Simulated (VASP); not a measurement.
Band structure of HoS (space group Fm-3m). Computed with PBEsol GGA, VASP's PBE PAW potentials (set 64) (plane waves; VASP).

The 4f electrons are frozen in the core of the lanthanide potential, so 4f levels, which can set the real gap, and their magnetism are missing.

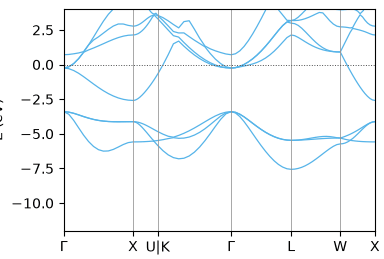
Figure. Bands along high-symmetry lines, zero at the valence-band maximum or, without a gap, the Fermi level

Question: Read the plot: is there a gap, and where are the band edges?

Answer: It has no gap at this level: it comes out as a metal or semimetal. (Edges off the drawn lines would not show.)

The structure comes from a computed database's HoS entry (Fm-3m); how it stands against other phases isn't given here. It was relaxed first. The electron count is odd and the run is not spin-polarised, which forces a metal.
